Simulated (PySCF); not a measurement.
I$_{4}$Si, SMILES `I[Si](I)(I)I`.

Level of theory: PBE0/def2-TZVP (PySCF), at a geometry from GFN2-xTB. Core potentials replace the inner electrons of I; spin–orbit coupling isn't included. No frequency check shows the geometry to be a minimum. GFN2-xTB bond lengths at metals and heavier atoms can be off by up to 0.1 Å and shapes distorted, which carries into these values.

Input

```python
import numpy as np
from pyscf import gto, scf, dft
from pyscf.scf import atom_ks, atom_hf
from scipy.linalg import block_diag

def solve(mol, dm0=None, hcore=None):
    mf = (dft.UKS if mol.spin else dft.RKS)(mol, xc='pbe0')
    mf.grids.level = 3
    mf = mf.density_fit(auxbasis='def2-universal-jkfit')
    mf.conv_tol, mf.max_cycle = 1e-8, 80
    if hcore is not None:
        mf.get_hcore = lambda *args: hcore
    mf.kernel(dm0)
    if not mf.converged:
        mf = mf.newton().run(mf.mo_coeff, mf.mo_occ, max_cycle=30)
    assert mf.converged, 'SCF not converged'
    return mf

mol = gto.M(atom='''
I     -1.36706     1.48514    -1.42685
Si    -0.00004    -0.00042    -0.00002
I      1.36706    -1.48509    -1.42685
I      1.48535     1.36687     1.42685
I     -1.48535    -1.36681     1.42685
''', basis='def2-tzvp', ecp={'I': 'def2-tzvp'}, charge=0, spin=0, verbose=4)
mf = solve(mol)
mf.analyze()
# spherically averaged free atoms, for the promolecule
atom_ks.AtomSphAverageRKS.init_guess_by_vsap = lambda self, mol=None: self.init_guess_by_minao(mol)  # core potentials
atm = atom_ks.get_atm_nrks(mol, xc='pbe0')
pro = block_diag(*[(atm[a[0]][2] * atm[a[0]][3]) @ atm[a[0]][2].T for a in mol._atom])
np.savez('result.npz', e=mf.e_tot, c=mf.mo_coeff, occ=mf.mo_occ, eps=mf.mo_energy, pro=pro, dip=mf.dip_moment(verbose=0), s2=mf.spin_square()[0])
```

Run with:

```sh
OMP_NUM_THREADS=1 python input.py
```

The run took 24 s on 1 thread of Intel(R) Xeon(R) 6975P-C (Granite Rapids) (shared host), peak memory 0.99 GiB.

Partitions, critical points and surface values were worked out afterwards from this run's density.

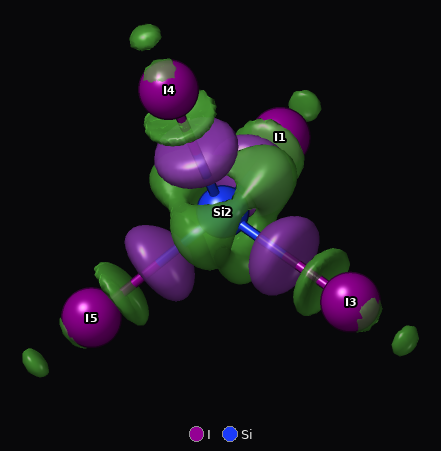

Deformation density (molecule less spherical, spin-averaged free atoms at the same positions), surfaces at ±0.05 e/Å³; purple: gain, green: loss.

> How much density has each bond gained at its critical point, relative to the free atoms?

Si2–I3, Si2–I5, I1–Si2 and Si2–I4: +0.10 e/Å³ at the bond critical point (bond length 2.47 Å, Mayer order 1.2). In all, 1.1 electrons gather in the regions of gain relative to the promolecule. A small or negative value marks a very polar bond, one between electron-rich atoms, whose free-atom densities already overlap strongly, a long bond to a heavier atom, or a closed-shell contact such as a hydrogen bond.
